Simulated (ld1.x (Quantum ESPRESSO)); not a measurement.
Pseudopotential generation for Be

- system: beryllium (Be, Z = 4), core none, reference valence 1s2 2s2 2p0, valence charge 4.
- method: RRKJ potential, PBEsol, non-relativistic, made with ld1.x (Quantum ESPRESSO) 7.5

### Input file
```
 &input
   title='Be', zed=4., rel=0, dft='PBESOL', iswitch=3,
   config='[He] 2s2 2p0 3d-2',
   nld=3, rlderiv=4.55, eminld=-10.0, emaxld=5.0, deld=0.04
 /
 &inputp
   pseudotype=2, tm=.false., rho0=0.001, lloc=0,
   nlcc=.false.,
   file_pseudopw='Be.UPF', file_wfcaegen='ae.wfc', file_wfcncgen='nc.wfc', file_beta='beta', file_chi='chi'
 /
3
2P  2  1   0.00   0.00  4.20  4.20  0.0
3D  3  2  -2.00   0.05  4.05  4.05  0.0
1S  1  0   2.00   0.00  0.40  0.40  0.0
 &test
   configts(1)='1s2 2s2 2p0'
 /
```

### Input of the test run
```
 &input
   title='Be', zed=4., rel=0, dft='PBESOL', iswitch=2,
   config='[He] 2s2 2p0 3d-2'
 /
 &test
   file_pseudo='Be.UPF', nconf=8,
   configts(1)='1s2 2s2 2p0',
   configts(2)='1s2 2s1 2p0',
   configts(3)='1s2 2s0 2p0',
   configts(4)='1s2 2s1.5 2p0',
   configts(5)='1s1 2s2 2p0',
   configts(6)='1s2 2s0 2p1',
   configts(7)='1s2 2s0 2p2',
   configts(8)='1s2 2s1 2p1'
 /
```

Hardware: 1 CPU thread, shared host.

Run as:
```bash
ld1.x < Be.in > Be.out
```

### The program's output
```
     Program LD1 v.7.5
     --------------------------- All-electron run ----------------------------

     Be

     atomic number is  4.00
     dft =PBESOL   lsd =0 sic =0 latt =0  beta=0.20 tr2=1.0E-14
     Exchange-correlation= PBESOL
                           (   1   4  10   8   0   0   0)
     mesh =1041 r(mesh) = 100.85720 a.u. xmin = -7.00 dx = 0.01250
     1 Ry =  13.60569312 eV

     n l     nl                  e(Ry)          e(Ha)          e(eV)
     1 0     1S 1( 2.00)        -7.7495        -3.8747      -105.4370
     2 0     2S 1( 2.00)        -0.4074        -0.2037        -5.5424
     2 1     2P 1( 0.00)        -0.1447        -0.0724        -1.9694

     final scf error:  5.9E-15 reached in  23 iterations

     Etot =     -29.064772 Ry,     -14.532386 Ha,    -395.446373 eV

     Ekin =      28.893995 Ry,      14.446997 Ha,     393.122824 eV
     Encl =     -67.015491 Ry,     -33.507746 Ha,    -911.792208 eV
     Eh   =      14.280194 Ry,       7.140097 Ha,     194.291941 eV
     Exc  =      -5.223470 Ry,      -2.611735 Ha,     -71.068929 eV

     normalization and overlap integrals

     s(1S/1S) =  1.000000  <r> =   0.4222  <r2> =    0.2431  r(max) =   0.2661
     s(2S/2S) =  1.000000  <r> =   2.6155  <r2> =    8.2108  r(max) =   2.0672
     s(2P/2P) =  1.000000  <r> =   3.2241  <r2> =   13.2656  r(max) =   2.3134

     ------------------------ End of All-electron run ------------------------

     --------------------- Generating NC pseudopotential ---------------------

      Generating local pot.: lloc=0, matching radius rcloc =   0.4000

      Wfc   2P  rcut= 4.215  Estimated cut-off energy=       10.03 Ry
      This function has    0 nodes for 0 < r <    4.215

      Wfc   3D  rcut= 4.010  Estimated cut-off energy=       13.83 Ry
      This function has    0 nodes for 0 < r <    4.010

     ------------------- End of pseudopotential generation -------------------

     --------------------------- All-electron run ----------------------------

     Be

     atomic number is  4.00
     dft =PBESOL   lsd =0 sic =0 latt =0  beta=0.20 tr2=1.0E-14
     Exchange-correlation= PBESOL
                           (   1   4  10   8   0   0   0)
     mesh =1041 r(mesh) = 100.85720 a.u. xmin = -7.00 dx = 0.01250
     1 Ry =  13.60569312 eV

     n l     nl                  e(Ry)          e(Ha)          e(eV)
     1 0     1S 1( 2.00)        -7.7495        -3.8747      -105.4370
     2 0     2S 1( 2.00)        -0.4074        -0.2037        -5.5424
     2 1     2P 1( 0.00)        -0.1447        -0.0724        -1.9694

     final scf error:  5.9E-15 reached in  23 iterations

     Etot =     -29.064772 Ry,     -14.532386 Ha,    -395.446373 eV

     Ekin =      28.893995 Ry,      14.446997 Ha,     393.122824 eV
     Encl =     -67.015491 Ry,     -33.507746 Ha,    -911.792208 eV
     Eh   =      14.280194 Ry,       7.140097 Ha,     194.291941 eV
     Exc  =      -5.223470 Ry,      -2.611735 Ha,     -71.068929 eV

     normalization and overlap integrals

     s(1S/1S) =  1.000000  <r> =   0.4222  <r2> =    0.2431  r(max) =   0.2661
     s(2S/2S) =  1.000000  <r> =   2.6155  <r2> =    8.2108  r(max) =   2.0672
     s(2P/2P) =  1.000000  <r> =   3.2241  <r2> =   13.2656  r(max) =   2.3134

     ------------------------ End of All-electron run ------------------------

     Computing logarithmic derivative in   4.57211
     Computing logarithmic derivative in   4.57211
     Computing the partial wave expansion
       no projector for channel:   0
     R is outside the sphere for l=    1 j= 0.00
     R is outside the sphere for l=    2 j= 0.00

     ---------------------- Testing the pseudopotential ----------------------

     Be

     atomic number is  4.00   valence charge is  4.00
     dft =PBESOL   lsd =0 sic =0 latt =0  beta=0.20 tr2=1.0E-14
     mesh =1041 r(mesh) = 100.85720 xmin = -7.00 dx = 0.01250

     n l     nl             e AE (Ry)        e PS (Ry)    De AE-PS (Ry)
     1 0     1S   1( 2.00)       -7.74948       -7.74948       -0.00000
     2 0     2S   1( 2.00)       -0.40736       -0.40665       -0.00071
     2 1     2P   1( 0.00)       -0.14475       -0.14475       -0.00000

     eps = 5.8E-15  iter = 18

     Etot =     -29.064772 Ry,     -14.532386 Ha,    -395.446373 eV
     Etotps =   -29.011490 Ry,     -14.505745 Ha,    -394.721426 eV

     Ekin =      27.388203 Ry,      13.694102 Ha,     372.635489 eV
     Encl =     -65.432342 Ry,     -32.716171 Ha,    -890.252365 eV
     Ehrt =      14.219389 Ry,       7.109694 Ha,     193.464638 eV
     Ecxc =      -5.186740 Ry,      -2.593370 Ha,     -70.569189 eV

     ---------------------- End of pseudopotential test ----------------------
```

### Output of the test run (extracts)
```
     ---------------------- Testing the pseudopotential ----------------------

     Be

     atomic number is  4.00   valence charge is  4.00
     dft =PBESOL   lsd =0 sic =0 latt =0  beta=0.20 tr2=1.0E-14
     mesh =1041 r(mesh) = 100.85720 xmin = -7.00 dx = 0.01250

     n l     nl             e AE (Ry)        e PS (Ry)    De AE-PS (Ry)
     1 0     1S   1( 2.00)       -7.74948       -7.74948       -0.00000
     2 0     2S   1( 2.00)       -0.40736       -0.40665       -0.00071
     2 1     2P   1( 0.00)       -0.14475       -0.14475        0.00000

     eps = 9.5E-16  iter = 14

     Etot =     -29.064772 Ry,     -14.532386 Ha,    -395.446373 eV
     Etotps =   -29.011490 Ry,     -14.505745 Ha,    -394.721429 eV

     Ekin =      27.388203 Ry,      13.694102 Ha,     372.635486 eV
     Encl =     -65.432342 Ry,     -32.716171 Ha,    -890.252365 eV
     Ehrt =      14.219389 Ry,       7.109694 Ha,     193.464639 eV
     Ecxc =      -5.186740 Ry,      -2.593370 Ha,     -70.569189 eV

     ---------------------- End of pseudopotential test ----------------------

     ---------------------- Testing the pseudopotential ----------------------

     Be

     atomic number is  4.00   valence charge is  4.00
     dft =PBESOL   lsd =0 sic =0 latt =0  beta=0.20 tr2=1.0E-14
     mesh =1041 r(mesh) = 100.85720 xmin = -7.00 dx = 0.01250

     n l     nl             e AE (Ry)        e PS (Ry)    De AE-PS (Ry)
     1 0     1S   1( 2.00)       -8.59581       -8.59439       -0.00142
     2 0     2S   1( 1.00)       -0.99770       -0.99635       -0.00136
     2 1     2P   1( 0.00)       -0.70948       -0.70948        0.00000

     eps = 9.5E-15  iter =  9

     Etot =     -28.369755 Ry,     -14.184877 Ha,    -385.990176 eV
     Etotps =   -28.317490 Ry,     -14.158745 Ha,    -385.279074 eV
     dEtot_ae =       0.695018 Ry
     dEtot_ps =       0.694000 Ry,   Delta E=       0.001017 Ry

     Ekin =      26.745841 Ry,      13.372920 Ha,     363.895698 eV
     Encl =     -61.834001 Ry,     -30.917000 Ha,    -841.294440 eV
     Ehrt =      11.520024 Ry,       5.760012 Ha,     156.737911 eV
     Ecxc =      -4.749353 Ry,      -2.374677 Ha,     -64.618243 eV

     ---------------------- End of pseudopotential test ----------------------

     ---------------------- Testing the pseudopotential ----------------------

     Be

     atomic number is  4.00   valence charge is  4.00
     dft =PBESOL   lsd =0 sic =0 latt =0  beta=0.20 tr2=1.0E-14
     mesh =1041 r(mesh) = 100.85720 xmin = -7.00 dx = 0.01250

     n l     nl             e AE (Ry)        e PS (Ry)    De AE-PS (Ry)
     1 0     1S   1( 2.00)       -9.65547       -9.65163       -0.00383
     2 0     2S   1( 0.00)       -1.52054       -1.51800       -0.00254
     2 1     2P   1( 0.00)       -1.25819       -1.25819        0.00000

     eps = 5.5E-15  iter = 13

     Etot =     -27.067162 Ry,     -13.533581 Ha,    -368.267501 eV
     Etotps =   -27.016711 Ry,     -13.508356 Ha,    -367.581082 eV
     dEtot_ae =       1.997610 Ry
     dEtot_ps =       1.994779 Ry,   Delta E=       0.002832 Ry

     Ekin =      25.504580 Ry,      12.752290 Ha,     347.007487 eV
     Encl =     -57.172163 Ry,     -28.586082 Ha,    -777.866910 eV
     Ehrt =       8.979451 Ry,       4.489725 Ha,     122.171654 eV
     Ecxc =      -4.328579 Ry,      -2.164289 Ha,     -58.893313 eV

     ---------------------- End of pseudopotential test ----------------------

     ---------------------- Testing the pseudopotential ----------------------

     Be

     atomic number is  4.00   valence charge is  4.00
     dft =PBESOL   lsd =0 sic =0 latt =0  beta=0.20 tr2=1.0E-14
     mesh =1041 r(mesh) = 100.85720 xmin = -7.00 dx = 0.01250

     n l     nl             e AE (Ry)        e PS (Ry)    De AE-PS (Ry)
     1 0     1S   1( 2.00)       -8.14259       -8.14198       -0.00061
     2 0     2S   1( 1.50)       -0.69121       -0.69020       -0.00101
     2 1     2P   1( 0.00)       -0.41082       -0.47350        0.06268  !

     eps = 4.4E-15  iter = 14

     Etot =     -28.791304 Ry,     -14.395652 Ha,    -391.725649 eV
     Etotps =   -28.738450 Ry,     -14.369225 Ha,    -391.006529 eV
     dEtot_ae =       0.273468 Ry
     dEtot_ps =       0.273040 Ry,   Delta E=       0.000428 Ry

     Ekin =      27.138981 Ry,      13.569490 Ha,     369.244641 eV
     Encl =     -63.777144 Ry,     -31.888572 Ha,    -867.732254 eV
     Ehrt =      12.875196 Ry,       6.437598 Ha,     175.175968 eV
     Ecxc =      -4.975482 Ry,      -2.487741 Ha,     -67.694883 eV

     ---------------------- End of pseudopotential test ----------------------

     ---------------------- Testing the pseudopotential ----------------------

     Be

     atomic number is  4.00   valence charge is  4.00
     dft =PBESOL   lsd =0 sic =0 latt =0  beta=0.20 tr2=1.0E-14
     mesh =1041 r(mesh) = 100.85720 xmin = -7.00 dx = 0.01250

     n l     nl             e AE (Ry)        e PS (Ry)    De AE-PS (Ry)
     1 0     1S   1( 1.00)      -11.04060      -11.02996       -0.01065  !
     2 0     2S   1( 2.00)       -1.31557       -1.31267       -0.00290
     2 1     2P   1( 0.00)       -1.02515       -1.02515        0.00000

     eps = 2.1E-15  iter = 14

     Etot =     -19.704877 Ry,      -9.852439 Ha,    -268.098513 eV
     Etotps =   -19.655890 Ry,      -9.827945 Ha,    -267.432012 eV
     dEtot_ae =       9.359895 Ry
     dEtot_ps =       9.355600 Ry,   Delta E=       0.004295 Ry

     Ekin =      18.527782 Ry,       9.263891 Ha,     252.083321 eV
     Encl =     -42.005846 Ry,     -21.002923 Ha,    -571.518649 eV
     Ehrt =       6.878479 Ry,       3.439239 Ha,      93.586470 eV
     Ecxc =      -3.056305 Ry,      -1.528153 Ha,     -41.583155 eV

     ---------------------- End of pseudopotential test ----------------------

     ---------------------- Testing the pseudopotential ----------------------

     Be

     atomic number is  4.00   valence charge is  4.00
     dft =PBESOL   lsd =0 sic =0 latt =0  beta=0.20 tr2=1.0E-14
     mesh =1041 r(mesh) = 100.85720 xmin = -7.00 dx = 0.01250

     n l     nl             e AE (Ry)        e PS (Ry)    De AE-PS (Ry)
     1 0     1S   1( 2.00)       -8.63703       -9.65163        1.01460  !
     2 0     2S   1( 0.00)       -1.00288       -1.30374        0.30086  !
     2 1     2P   1( 1.00)       -0.71739       -0.71739        0.00000

     eps = 2.8E-16  iter =  9

     Etot =     -28.082816 Ry,     -14.041408 Ha,    -382.086182 eV
     Etotps =   -27.734097 Ry,     -13.867048 Ha,    -377.341612 eV
     dEtot_ae =       0.981956 Ry
     dEtot_ps =       1.277393 Ry,   Delta E=      -0.295437 Ry

     Ekin =      24.787194 Ry,      12.393597 Ha,     337.246955 eV
     Encl =     -57.172163 Ry,     -28.586082 Ha,    -777.866908 eV
     Ehrt =       8.979451 Ry,       4.489725 Ha,     122.171654 eV
     Ecxc =      -4.328579 Ry,      -2.164289 Ha,     -58.893313 eV

     ---------------------- End of pseudopotential test ----------------------

     ---------------------- Testing the pseudopotential ----------------------

     Be

     atomic number is  4.00   valence charge is  4.00
     dft =PBESOL   lsd =0 sic =0 latt =0  beta=0.20 tr2=1.0E-14
     mesh =1041 r(mesh) = 100.85720 xmin = -7.00 dx = 0.01250

     n l     nl             e AE (Ry)        e PS (Ry)    De AE-PS (Ry)
     1 0     1S   1( 2.00)       -7.94488       -9.65163        1.70675  !
     2 0     2S   1( 0.00)       -0.47998       -0.47998        0.00000
     2 1     2P   1( 2.00)       -0.21388       -0.21388        0.00000

     eps = 1.5E-15  iter =  9

     Etot =     -28.535033 Ry,     -14.267517 Ha,    -388.238908 eV
     Etotps =   -27.444470 Ry,     -13.722235 Ha,    -373.401043 eV
     dEtot_ae =       0.529739 Ry
     dEtot_ps =       1.567019 Ry,   Delta E=      -1.037281 Ry

     Ekin =      25.076821 Ry,      12.538410 Ha,     341.187525 eV
     Encl =     -57.172163 Ry,     -28.586082 Ha,    -777.866909 eV
     Ehrt =       8.979451 Ry,       4.489725 Ha,     122.171654 eV
     Ecxc =      -4.328579 Ry,      -2.164289 Ha,     -58.893313 eV

     ---------------------- End of pseudopotential test ----------------------

     ---------------------- Testing the pseudopotential ----------------------

     Be

     atomic number is  4.00   valence charge is  4.00
     dft =PBESOL   lsd =0 sic =0 latt =0  beta=0.20 tr2=1.0E-14
     mesh =1041 r(mesh) = 100.85720 xmin = -7.00 dx = 0.01250

     n l     nl             e AE (Ry)        e PS (Ry)    De AE-PS (Ry)
     1 0     1S   1( 2.00)       -7.85442       -7.79140       -0.06302  !
     2 0     2S   1( 1.00)       -0.44860       -0.43907       -0.00952  !
     2 1     2P   1( 1.00)       -0.18346       -0.17773       -0.00573  !

     eps = 9.0E-15  iter = 29

     Etot =     -28.800765 Ry,     -14.400383 Ha,    -391.854376 eV
     Etotps =   -28.748676 Ry,     -14.374338 Ha,    -391.145669 eV
     dEtot_ae =       0.264007 Ry
     dEtot_ps =       0.262813 Ry,   Delta E=       0.001193 Ry

     Ekin =      27.325764 Ry,      13.662882 Ha,     371.785961 eV
     Encl =     -64.967591 Ry,     -32.483795 Ha,    -883.929101 eV
     Ehrt =      14.051271 Ry,       7.025636 Ha,     191.177285 eV
     Ecxc =      -5.120476 Ry,      -2.560238 Ha,     -69.667630 eV
     Epseu=      -0.037645 Ry,      -0.018822 Ha,      -0.512184 eV

     ---------------------- End of pseudopotential test ----------------------
```

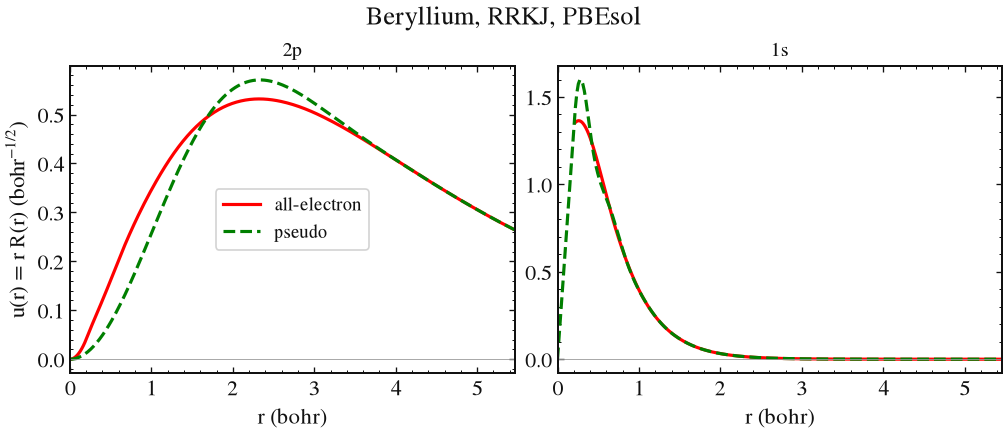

Partial waves u(r) = r R(r), all-electron (solid) and pseudo (dashed). The innermost oscillations of some all-electron curves aren't drawn. Reference configuration 1s2 2s2 2p0.

- Matching radii: 2p at 4.20 bohr; 1s at 0.40 bohr. The curves merge smoothly, so the plot gives these only roughly.
- Nodes of the pseudo-waves: 2p has no node; 1s has no node.

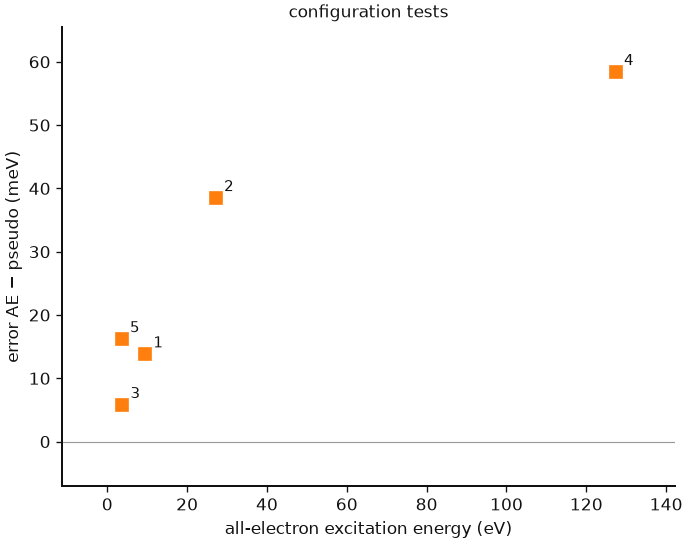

Errors, all-electron minus pseudo, of the energies of valence configurations relative to the unpolarised reference 1s2 2s2 2p0. Points: 1 = 1s2 2s1 2p0; 2 = 1s2 2s0 2p0; 3 = 1s2 2s1.5 2p0; 4 = 1s1 2s2 2p0; 5 = 1s2 2s1 2p1. Not all tests gave a result: 2 of 7 tests not solved.

- Worst configuration: 1s1 2s2 2p0 (charge +1): the error is +58 meV on an all-electron energy of +127.35 eV relative to the reference, or 0.046 %.
- Configurations within 10 meV and within 50 meV: 1 and 4 of 5.

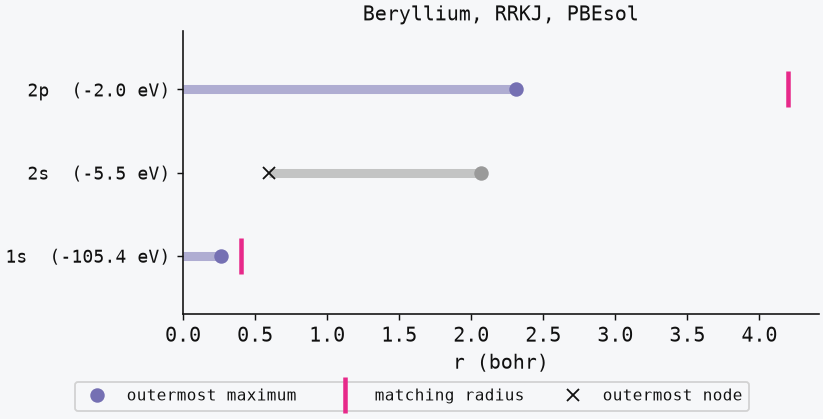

Outer shells of the all-electron reference atom: each bar runs from the outermost node (or the nucleus) to the outermost maximum of u(r); the tick is the radius chosen for the pseudo-wave. Shells without a tick have no pseudo-wave of their own. Levels, nodes and maxima are from ld1.x, non-relativistic.

- Radii against the shells: 1s: 0.40 bohr, outside the maximum; 2p: 4.20 bohr, outside the maximum.

### Summary

- outcome: generated
- cutoffs needed: over 300 Ry and over 300 Ry (the cutoffs, on a coarse ladder, from which the occupation-weighted sum of valence levels, in a spherical-Bessel basis at the reference potential, stays within 10 and 1 mRy of its value at 400 Ry); ghost states and empty shells don't enter this sum
- ghost test: no ghost state below the valence levels in the p, d, s, f channels (spherical-Bessel basis up to 400 Ry, 20 bohr box)
- configuration tests: 2 of 7 tests not solved
- largest excitation error among the tests solved: +58 meV (all-electron minus pseudo) for 1s1 2s2 2p0
- range over which the phases arctan(r u′/u) at the test radius agree within 0.05 rad (a looser test near the poles than one of phase shifts): s: over the whole range computed; d: up to about 1.4 Ry; p: not judged, the stored energies step over a narrow level
- wall time: 0.64 s
